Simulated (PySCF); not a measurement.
# DyF3H2O (Dy(F)3(H2O)): the cost of one run

Method: B3LYP, Dy lcecp-1-SVP with ECP55, F def2-SVP, O def2-SVP, H def2-SVP; scalar-relativistic core potentials, no spin–orbit coupling; program: PySCF 2.14.0.

2 further runs of the same task are left out: 2 for a known fault of the program. Runs told in other sessions of the task aren't counted.

**1. The starting structure**

7 atoms, charge 0, spin multiplicity 1.

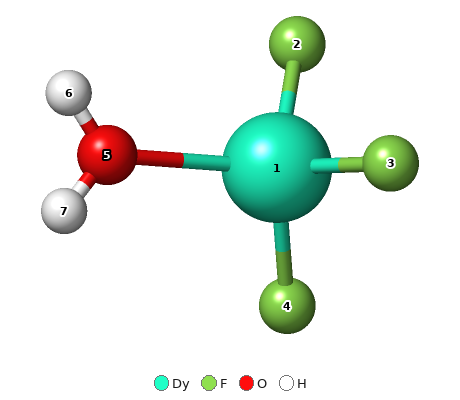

As it starts; dysprosium teal, fluorine green, oxygen red, hydrogen white; atoms are numbered from 1 in the order of the file.

Geometry (Å):

```mol
DyF3H2O
  3D, bonds by distance, orders not assigned

  7  6  0  0  0  0  0  0  0  0999 V2000
    0.0000    0.0000    0.0000 Dy  0  0
    1.2053    1.2053    1.2053 F   0  0
   -1.2053   -1.2053    1.2053 F   0  0
    1.2053   -1.2053   -1.2053 F   0  0
   -1.4131    1.4131   -1.4131 O   0  0
   -1.7537    2.2982   -1.2092 H   0  0
   -1.7537    1.2092   -2.2982 H   0  0
  1  2  8  0
  1  3  8  0
  1  4  8  0
  1  5  8  0
  5  6  8  0
  5  7  8  0
M  END
```

Formal oxidation states: Dy +3. Each metal's 9 4f electrons lie in its core potential, so multiplicities, spins and levels count the valence alone.

**2. SCF at the start, singlet**

run.py (the lines that set the calculation) reads:

```python
mol = gto.M(atom='''
Dy     0.00000     0.00000     0.00000
F      1.20530     1.20530     1.20530
F     -1.20530    -1.20530     1.20530
F      1.20530    -1.20530    -1.20530
O     -1.41310     1.41310    -1.41310
H     -1.75370     2.29820    -1.20920
H     -1.75370     1.20920    -2.29820''',
    basis={'Dy': 'lcecp-1-SVP', 'F': 'def2-SVP', 'O': 'def2-SVP', 'H': 'def2-SVP'},
    ecp={'Dy': 'lcecp-1-SVP'},
    charge=0, spin=0)
mf = dft.RKS(mol, xc='B3LYP')
mf.grids.atom_grid = (50, 194)  # f atoms: unpruned, at least (60, 302)
mf = mf.density_fit()  # fitting sets: Dy AutoAux, F def2-universal-JKFIT, O def2-universal-JKFIT, H def2-universal-JKFIT
mf.conv_tol = 1e-08; mf.max_cycle = 55
mf.kernel(dm0)  # dm0: free metal ions and neutral atoms
```

Launch:

```console
$ OMP_NUM_THREADS=2 python run.py
```

Q: Estimate wall time and peak memory on 2 threads of Arm Neoverse V2, shared host.

About 4.3 s, with a peak of 0.54 GiB.
